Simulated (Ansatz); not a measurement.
A series of calculations on C$_{2}$H$_{2}$SSe

**1. Relaxation**

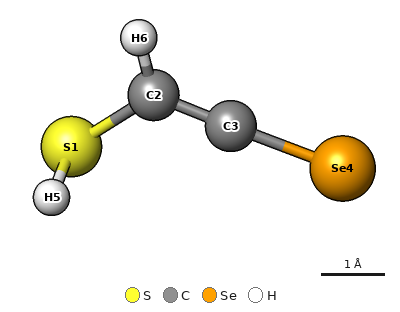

C2H2SSe, before the relaxation. The picture is a ball-and-stick view, seen at a tilt.

The run prepares an end point of a later path (torsion) calculation, from a guessed geometry.

Computed with Ansatz, RKS PBE0/def2-SVP.

Input
```yaml
crystal:
  periodic: [false, false, false]
  atoms:
    - { symbol: S, position_ang: [1.2891, 0.5109, -1.0629] }
    - { symbol: C, position_ang: [0.4186, -0.1196, 0.3627] }
    - { symbol: C, position_ang: [-0.7866, -0.6632, 0.2341] }
    - { symbol: Se, position_ang: [-2.4619, -1.554, -0.0206] }
    - { symbol: H, position_ang: [0.6766, 1.8211, -0.8879] }
    - { symbol: H, position_ang: [0.9063, -0.0592, 1.3283] }
basis:
  gaussian: { orbitals: def2-SVP }
hamiltonian:
  xc: pbe0
relax:
  f_tol: 0.015
  max_steps: 40
```

Run as
```bash
ansatz run input.yaml --threads 1 --pin off --max-ram 2048MiB --backend cpu --events-out ev --progress --plain --runs-dir out
```

**What does the optimiser find from here?**

The largest move after the best rigid fit is that of Se4, 0.17 Å. Largest moves by element: Se 0.17 Å, H 0.17 Å, S 0.15 Å, C 0.08 Å. Some distances before and after: C3–Se4 1.914 → 1.693 Å, S1–H5 1.457 → 1.356 Å, C2–H6 1.083 → 1.097 Å, C2–C3 1.328 → 1.317 Å. Among the angles between lasting bonds that change: C2–S1–H5 91.0° → 97.5°, C2–C3–Se4 175.8° → 179.3°, S1–C2–H6 118.2° → 120.3°. Over 8 accepted moves (10 points after the start) the energy falls by 20.5 kcal/mol. Largest force component: 4.6 eV/Å at the start, 0.0052 eV/Å at the end. The line search rejected the trial steps at points 2, 4 of the run.

Step by step:

```
step  E − E(0), kcal/mol  largest force component, eV/Å      note
   0                0.00                         4.5651          
   1              -18.86                         1.3791          
   2              -17.46                         1.2492  rejected
   3              -20.18                         0.2005          
   4              -20.08                         0.3091  rejected
   5              -20.42                         0.1387          
   6              -20.45                         0.0423          
   7              -20.46                         0.0655          
   8              -20.46                         0.0368          
   9              -20.46                         0.0231          
  10              -20.46                         0.0052
```

Final geometry:

```xyz
6

S     1.1400    0.5323   -1.0896
C     0.3390   -0.1151    0.3569
C    -0.8174   -0.7295    0.2184
Se   -2.2994   -1.5231    0.0214
H     0.8438    1.8395   -0.8865
H     0.8361   -0.0681    1.3331
```

The end point in the same view:

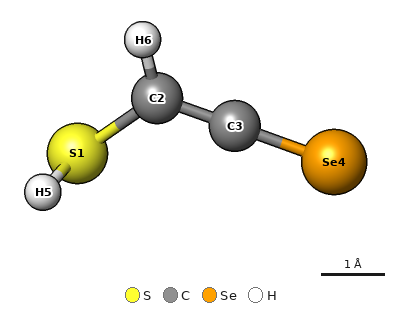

**2. Relaxation**

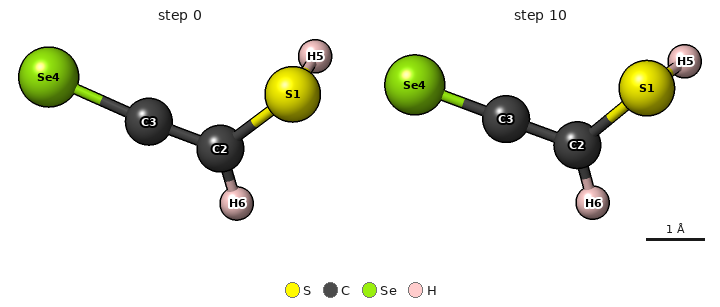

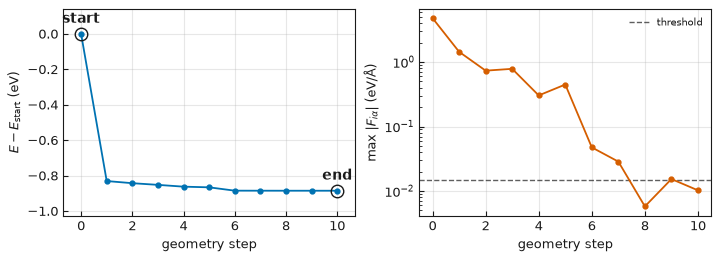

First and last geometry of a relaxation of C2H2SSe, with the history of the run. The picture is a ball-and-stick view, seen at a tilt.

The run prepares an end point of a later path (torsion) calculation, from a guessed geometry.

These are results of Ansatz, RKS PBE0/def2-SVP, not measurements. Set-up: no spin polarisation; force threshold 0.015 eV/Å; at most 40 steps.

> Did the run converge, and what did it change?

It converged. After 10 geometry steps the energy has fallen by 0.885 eV. Largest force component: 4.8 eV/Å at the start, 0.01 eV/Å at the end. H5 moves most after the best rigid fit: 0.20 Å. Largest moves by element: H 0.20 Å, Se 0.19 Å, S 0.16 Å, C 0.10 Å. Some distances before and after: C3–Se4 1.914 → 1.693 Å, S1–H5 1.457 → 1.355 Å, C2–H6 1.083 → 1.096 Å, C2–C3 1.328 → 1.317 Å. Among the angles between lasting bonds that change: C2–S1–H5 91.0° → 97.5°, C2–C3–Se4 175.8° → 179.3°, S1–C2–H6 118.2° → 120.3°. Cost: 82 s on 1 thread of AMD EPYC 7R43 64-Core Processor (Zen 3) (shared host), peak memory 0.2 GiB.

```tsv
step	E − E(0), eV	largest force component, eV/Å
0	0.0000	4.7805
1	-0.8305	1.4398
2	-0.8426	0.7346
3	-0.8521	0.7840
4	-0.8622	0.3035
5	-0.8660	0.4478
6	-0.8848	0.0475
7	-0.8850	0.0286
8	-0.8852	0.0058
9	-0.8852	0.0154
10	-0.8852	0.0103
```

**3. Path**

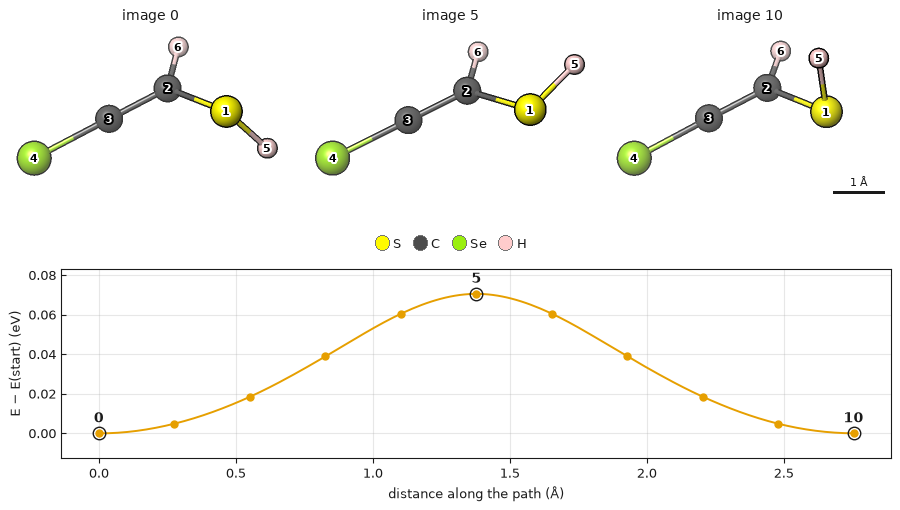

NEB run on C₂H₂SSe. Images are numbered from 0 (start) to 10 (end). The picture is a ball-and-stick view, seen from a free direction.

All numbers below come from RKS PBE0/def2-SVP (Ansatz). Run with 9 movable images; climbing image; force threshold 0.05 eV/Å; iteration limit 24; starting path by image-dependent pair potential.

### Read off the barrier and say what moves.

The motion is a rotation about the S1–C2 bond by about 155°, with a turn of about 305° about C2–C3. No bond forms or breaks between the ends. Among the angles between lasting bonds that change up to the highest image: S1–C2–C3 118.7° → 124.6°, S1–C2–H6 120.3° → 117.4°. The two ends have the same energy, and the highest point, image 5, lies 0.071 eV above the start. The band converged in 22 iterations, with a climbing image at the top. At the top, the vibrational analysis gives one imaginary mode (213i cm⁻¹), as a transition state must have.
